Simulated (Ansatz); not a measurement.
# Run report: Ge2H7Br, geometry relaxation

System: Ge2H7Br.
Method: RKS B3LYP-D4/def2-SVP (Ansatz 0.2.0).

It belongs to a series of runs on one base structure; here: end point B relaxed.

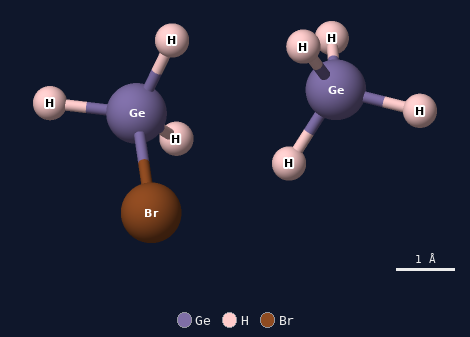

Figure 1. The structure as given in the input (ball-and-stick view, seen at a tilt). Sticks mark near contacts.

**Input file**
```yaml
crystal:
  periodic: [false, false, false]
  atoms:
    - { symbol: Ge, position_ang: [-0.412912, 0.21749, -0.407159] }
    - { symbol: Ge, position_ang: [-0.218621, -0.269812, 3.165405] }
    - { symbol: H, position_ang: [-0.601786, -0.747859, 4.581985] }
    - { symbol: H, position_ang: [1.123064, -0.913423, 2.758425] }
    - { symbol: H, position_ang: [-0.066513, 1.263328, 3.168449] }
    - { symbol: H, position_ang: [0.529206, 0.98445, 0.535247] }
    - { symbol: H, position_ang: [-0.225596, 0.682529, -1.865388] }
    - { symbol: H, position_ang: [-0.23936, -1.307346, -0.281681] }
    - { symbol: Br, position_ang: [-2.654485, 0.752642, 0.197443] }
    - { symbol: H, position_ang: [-1.335595, -0.661999, 2.169673] }
basis:
  gaussian: { orbitals: def2-SVP }
hamiltonian:
  xc: b3lyp
  dispersion: d4
relax:
  f_tol: 0.03
  max_steps: 50
output:
  orbitals: {}
```

Run as:
```bash
ansatz run input.yaml --threads 4 --pin off --max-ram 5120MiB --backend cpu --events-out ev --progress --plain --runs-dir out
```

**Output**
```
The last accepted step is kept in [file] (removed where the run ends without a failure and the disk answers)
Engine: ansatz 0.2.0, aarch64-unknown-linux-gnu
Functional definition: B3LYP
  parameter a0 = 0.2
  parameter ax = 0.72
  parameter ac = 0.81
  exchange = (1 - a0 - ax)*slater_x + ax*b88_x + a0*exact_x
  correlation = (1 - ac)*vwn_rpa_c + ac*lyp_c
1402 factors; integrals over basis functions are off by at most 3.7e-4 eV
mean field evaluation 1: about -183177.0203 eV, gradient 2.4e1 eV
mean field evaluation 2: about -183177.2482 eV, gradient 2.3e1 eV
mean field evaluation 4: about -183177.7885 eV, gradient 8.1e-1 eV
mean field evaluation 8: about -183177.7956 eV, gradient 1.8e-2 eV
mean field -183177.79562404 eV, -6731.6598268140 hartree, gradient 1.0e-5 eV, S^2 0.000000; 0 other end points of the search recorded, 0 dependent functions left out
the calculation of the forces begins
reference -183177.79592364 eV, -6731.6598378241 hartree; 53, 53 occupied and 78, 78 virtual orbitals, 1402 factors
relax step   1: F+E_penalty+E_count = -183178.14455236 eV  Δ(F+E_penalty+E_count) = +0.000e0 eV  max|allowed force component| = 4.354e-1 eV/Å  Δτ_max = 0.0000 Å  (24 SCF iters, accepted)
these checks for a lower state are left out or cut short: starts, cluster_reference, orbital_swaps, neighbouring_geometries, increment
1402 factors; integrals over basis functions are off by at most 3.9e-4 eV
mean field evaluation 16: about -183177.9108 eV, gradient 5.5e-2 eV
mean field -183177.91689080 eV, -6731.6642832852 hartree, gradient 8.0e-5 eV, S^2 0.000000; 0 other end points of the search recorded, 0 dependent functions left out
the calculation of the forces begins
reference -183177.91719475 eV, -6731.6642944555 hartree; 53, 53 occupied and 78, 78 virtual orbitals, 1402 factors
relax step   2: F+E_penalty+E_count = -183178.24611806 eV  Δ(F+E_penalty+E_count) = -1.016e-1 eV  max|allowed force component| = 8.583e-2 eV/Å  Δτ_max = 0.1948 Å  (24 SCF iters, accepted)
these checks for a lower state are left out or cut short: starts, cluster_reference, orbital_swaps, neighbouring_geometries, increment
1402 factors; integrals over basis functions are off by at most 3.9e-4 eV
mean field -183177.94430564 eV, -6731.6652907621 hartree, gradient 3.4e-5 eV, S^2 0.000000; 0 other end points of the search recorded, 0 dependent functions left out
the calculation of the forces begins
reference -183177.94461254 eV, -6731.6653020405 hartree; 53, 53 occupied and 78, 78 virtual orbitals, 1402 factors
relax step   3: F+E_penalty+E_count = -183178.26369213 eV  Δ(F+E_penalty+E_count) = -1.757e-2 eV  max|allowed force component| = 7.935e-2 eV/Å  Δτ_max = 0.0614 Å  (24 SCF iters, accepted)
these checks for a lower state are left out or cut short: starts, cluster_reference, orbital_swaps, neighbouring_geometries, increment
1402 factors; integrals over basis functions are off by at most 3.7e-4 eV
mean field -183177.97347764 eV, -6731.6663628133 hartree, gradient 4.5e-5 eV, S^2 0.000000; 0 other end points of the search recorded, 0 dependent functions left out
the calculation of the forces begins
reference -183177.97379423 eV, -6731.6663744480 hartree; 53, 53 occupied and 78, 78 virtual orbitals, 1402 factors
relax step   4: F+E_penalty+E_count = -183178.26663369 eV  Δ(F+E_penalty+E_count) = -2.942e-3 eV  max|allowed force component| = 2.968e-1 eV/Å  Δτ_max = 0.2000 Å  (24 SCF iters, accepted)
these checks for a lower state are left out or cut short: starts, cluster_reference, orbital_swaps, neighbouring_geometries, increment
1402 factors; integrals over basis functions are off by at most 3.8e-4 eV
mean field evaluation 32: about -183177.9782 eV, gradient 6.4e-2 eV
mean field -183177.97824940 eV, -6731.6665381723 hartree, gradient 3.8e-5 eV, S^2 0.000000; 0 other end points of the search recorded, 0 dependent functions left out
the calculation of the forces begins
reference -183177.97856353 eV, -6731.6665497164 hartree; 53, 53 occupied and 78, 78 virtual orbitals, 1402 factors
relax step   5: F+E_penalty+E_count = -183178.27586700 eV  Δ(F+E_penalty+E_count) = -9.233e-3 eV  max|allowed force component| = 3.447e-2 eV/Å  Δτ_max = 0.0505 Å  (24 SCF iters, accepted)
these checks for a lower state are left out or cut short: starts, cluster_reference, orbital_swaps, neighbouring_geometries, increment
1402 factors; integrals over basis functions are off by at most 3.8e-4 eV
mean field -183177.97530002 eV, -6731.6664297846 hartree, gradient 3.5e-5 eV, S^2 0.000000; 0 other end points of the search recorded, 0 dependent functions left out
the calculation of the forces begins
reference -183177.97561302 eV, -6731.6664412872 hartree; 53, 53 occupied and 78, 78 virtual orbitals, 1402 factors
relax step   6: F+E_penalty+E_count = -183178.27661259 eV  Δ(F+E_penalty+E_count) = -7.456e-4 eV  max|allowed force component| = 1.446e-2 eV/Å  Δτ_max = 0.0353 Å  (24 SCF iters, accepted)
```

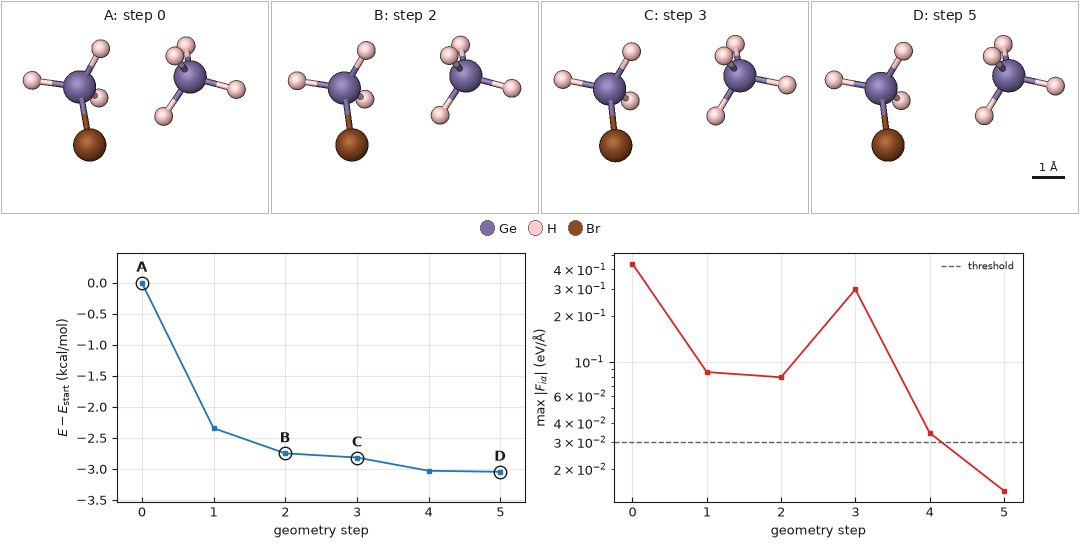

Figure 2. Frames of the relaxation (ball-and-stick view, seen at a tilt) above the curves, on which the letters mark them (the first geometry is step 0 here and step 1 in the log).

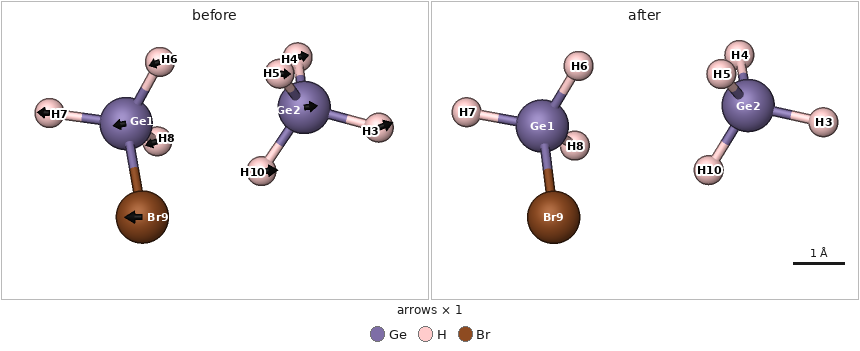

Figure 3. Before (left) and after (right) the relaxation, at one scale (ball-and-stick view, seen at a tilt). The black arrows give the displacements, at true length. Over 5 geometry steps the energy falls by 3.05 kcal/mol. Largest force component: 0.44 eV/Å at the start, 0.014 eV/Å at the end. The atom that moves furthest after the best rigid fit is Br9 (0.37 Å). By element the largest moves are Br 0.37 Å, H 0.34 Å, Ge 0.28 Å. Among the contacts that change: Ge1–Br9 2.383 → 2.333 Å, Ge2–H10 1.547 → 1.538 Å. (Atoms are counted from 1 in the order of the input.)

```
1402 factors; integrals over basis functions are off by at most 3.8e-4 eV
mean field -183177.97530002 eV, -6731.6664297846 hartree, gradient 3.5e-5 eV, S^2 0.000000; 1 other end points of the search recorded, 0 dependent functions left out
the calculation of the forces begins
reference -183177.97561302 eV, -6731.6664412872 hartree; 53, 53 occupied and 78, 78 virtual orbitals, 1402 factors
Total energy: -183178.27692559 eV, -6731.6775143198 hartree
Atom 0 at    -0.461718     0.274605    -0.676624 Å, force     0.002367    -0.008900    -0.014457 eV/Å
Atom 1 at    -0.182902    -0.321505     3.439803 Å, force    -0.002331    -0.001159     0.009421 eV/Å
Atom 2 at    -0.500832    -0.780117     4.875210 Å, force     0.000931     0.000073     0.000097 eV/Å
Atom 3 at     1.158887    -0.936334     2.995131 Å, force    -0.000838     0.001900    -0.005203 eV/Å
Atom 4 at    -0.075773     1.213681     3.399153 Å, force    -0.001856     0.000535    -0.004555 eV/Å
Atom 5 at     0.451746     1.019461     0.309745 Å, force     0.000215     0.001603     0.008212 eV/Å
Atom 6 at    -0.199005     0.715898    -2.126017 Å, force    -0.000667     0.003701     0.001723 eV/Å
Atom 7 at    -0.330492    -1.248676    -0.520384 Å, force    -0.003190     0.001247     0.002861 eV/Å
Atom 8 at    -2.663575     0.848467    -0.161980 Å, force     0.002874     0.000963     0.003065 eV/Å
Atom 9 at    -1.298934    -0.785479     2.488363 Å, force     0.002495     0.000038    -0.001163 eV/Å
Dipole moment:     0.339616    -0.089491    -0.090292 e Å
```

**Trajectory as extended XYZ (Å, eV, eV/Å), 6 frames, from step=1 to step=6**
```
10
Properties=species:S:1:pos:R:3:forces:R:3 step=1 energy=-183178.14455
Ge   -0.4129    0.2175   -0.4072   -0.4243   0.1203  -0.1944
Ge   -0.2186   -0.2698    3.1654   -0.1240  -0.0829   0.2254
H    -0.6018   -0.7479    4.5820    0.0284   0.0045  -0.0255
H     1.1231   -0.9134    2.7584   -0.0244   0.0024  -0.0078
H    -0.0665    1.2633    3.1684    0.0057  -0.0225   0.0070
H     0.5292    0.9845    0.5352   -0.0627  -0.0154  -0.0175
H    -0.2256    0.6825   -1.8654   -0.0401  -0.0098   0.0592
H    -0.2394   -1.3073   -0.2817   -0.0376   0.0802   0.0106
Br   -2.6545    0.7526    0.1974    0.4354  -0.0218  -0.3329
H    -1.3356   -0.6620    2.1697    0.2436  -0.0550   0.2759
10
Properties=species:S:1:pos:R:3:forces:R:3 step=2 energy=-183178.24612
Ge   -0.4395    0.2414   -0.5189   -0.0466   0.0230   0.0168
Ge   -0.1943   -0.2913    3.2927   -0.0092   0.0175  -0.0678
H    -0.5847   -0.7666    4.7008    0.0691   0.0092   0.0708
H     1.1367   -0.9264    2.8418    0.0154  -0.0053   0.0858
H    -0.0564    1.2434    3.2476   -0.0067  -0.0423   0.0604
H     0.4813    0.9957    0.4557   -0.0209   0.0183  -0.0466
H    -0.2399    0.7025   -1.9684    0.0775  -0.0270  -0.0536
H    -0.2720   -1.2780   -0.3458   -0.0340   0.0312  -0.0584
Br   -2.6448    0.8020    0.0093   -0.0072   0.0013  -0.0221
H    -1.2890   -0.7228    2.3076   -0.0373  -0.0258   0.0147
10
Properties=species:S:1:pos:R:3:forces:R:3 step=3 energy=-183178.26369
Ge   -0.4481    0.2525   -0.5754   -0.0382   0.0160   0.0397
Ge   -0.1890   -0.3015    3.3462   -0.0028   0.0227  -0.0794
H    -0.5703   -0.7733    4.7582    0.0503   0.0051   0.0609
H     1.1445   -0.9359    2.9020    0.0096  -0.0035   0.0637
H    -0.0526    1.2330    3.3040   -0.0042  -0.0305   0.0448
H     0.4715    1.0083    0.3990   -0.0184   0.0131  -0.0269
H    -0.2351    0.7069   -2.0253    0.0548  -0.0175  -0.0487
H    -0.2843   -1.2671   -0.4038   -0.0297   0.0222  -0.0413
Br   -2.6535    0.8117   -0.0455    0.0146  -0.0086  -0.0100
H    -1.2856   -0.7346    2.3629   -0.0361  -0.0190  -0.0029
10
Properties=species:S:1:pos:R:3:forces:R:3 step=4 energy=-183178.26663
Ge   -0.4837    0.2977   -0.7178    0.2262  -0.0782  -0.1646
Ge   -0.1801   -0.3373    3.4718    0.0494  -0.0809   0.2968
H    -0.4676   -0.7799    4.9286   -0.0518   0.0087  -0.1505
H     1.1667   -0.9582    3.0575    0.0072  -0.0009  -0.0895
H    -0.0638    1.1935    3.4520   -0.0133   0.0746  -0.0752
H     0.4262    1.0580    0.2569    0.0006   0.0236   0.0561
H    -0.1724    0.6935   -2.1759   -0.0749   0.0305   0.0629
H    -0.3473   -1.2214   -0.5435   -0.0073  -0.0389   0.0433
Br   -2.6807    0.8622   -0.2370   -0.1372   0.0537   0.0258
H    -1.2998   -0.8082    2.5299    0.0011   0.0078  -0.0051
10
Properties=species:S:1:pos:R:3:forces:R:3 step=5 energy=-183178.27587
Ge   -0.4619    0.2791   -0.6984   -0.0328   0.0202   0.0318
Ge   -0.1778   -0.3282    3.4618   -0.0103   0.0093  -0.0345
H    -0.5044   -0.7856    4.8947    0.0023  -0.0016   0.0116
H     1.1606   -0.9501    3.0174    0.0035   0.0002   0.0030
H    -0.0628    1.2066    3.4179    0.0009  -0.0019   0.0048
H     0.4369    1.0432    0.2883    0.0136  -0.0185  -0.0146
H    -0.2038    0.7105   -2.1511    0.0153  -0.0045  -0.0004
H    -0.3302   -1.2418   -0.5226    0.0133   0.0018  -0.0059
Br   -2.6666    0.8505   -0.1900   -0.0056  -0.0039   0.0019
H    -1.2925   -0.7842    2.5044   -0.0002  -0.0011   0.0022
10
Properties=species:S:1:pos:R:3:forces:R:3 step=6 energy=-183178.27661
Ge   -0.4617    0.2746   -0.6766    0.0024  -0.0089  -0.0145
Ge   -0.1829   -0.3215    3.4398   -0.0023  -0.0012   0.0094
H    -0.5008   -0.7801    4.8752    0.0009   0.0001   0.0001
H     1.1589   -0.9363    2.9951   -0.0008   0.0019  -0.0052
H    -0.0758    1.2137    3.3992   -0.0019   0.0005  -0.0046
H     0.4517    1.0195    0.3097    0.0002   0.0016   0.0082
H    -0.1990    0.7159   -2.1260   -0.0007   0.0037   0.0017
H    -0.3305   -1.2487   -0.5204   -0.0032   0.0012   0.0029
Br   -2.6636    0.8485   -0.1620    0.0029   0.0010   0.0031
H    -1.2989   -0.7855    2.4884    0.0025   0.0000  -0.0012
```

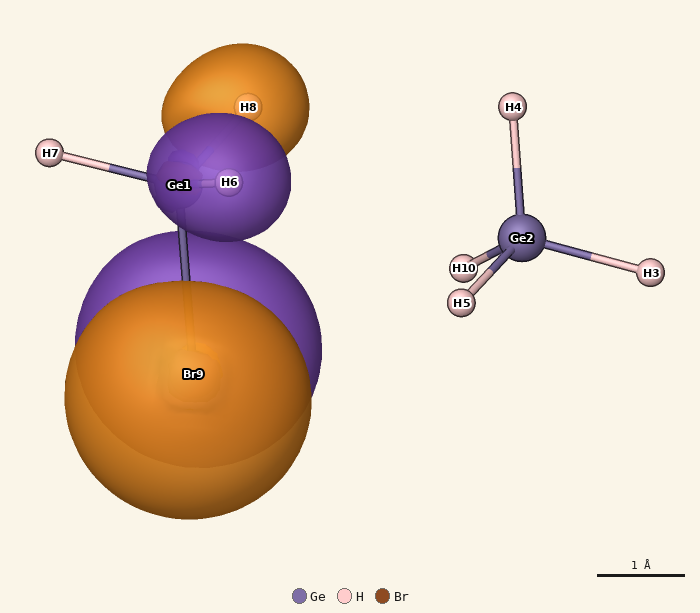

Figure 4. The HOMO−1 at ±0.08 Å⁻³ᐟ² (orange and purple are the two phases), seen at a tilt. Its energy is −7.81 eV.

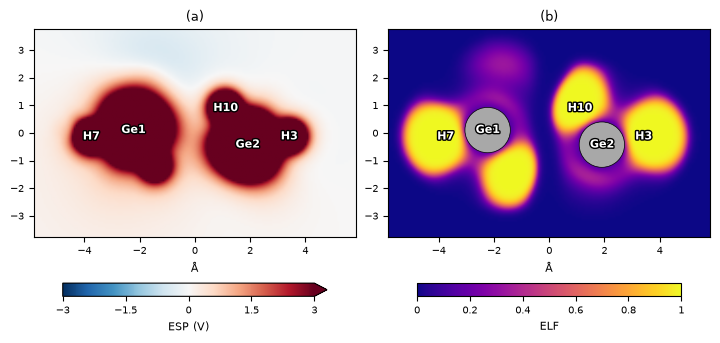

Figure 5. (a) molecular electrostatic potential; (b) electron localisation function on the plane of atoms H3, Ge2 and H10. Grey discs, where drawn, cover atomic cores. Ge–H (1.54 Å): the ELF climbs to about 1 towards the hydrogen, as it does in any bond to H.

**Summary**

```json
{"quantity": "outcome", "value": "converged"}
{"quantity": "total energy", "value": "−183178.2769 eV"}
{"quantity": "mean-field energy", "value": "−183177.9756 eV"}
{"quantity": "largest force (length of the vector) at the end", "value": "0.017 eV/Å"}
{"quantity": "hardware", "value": "4 threads of Arm Neoverse V1, 24 GiB of memory available, shared host"}
{"quantity": "wall time", "value": "18 s (CPU time 66 s)"}
{"quantity": "peak memory", "value": "0.4 GiB"}
```
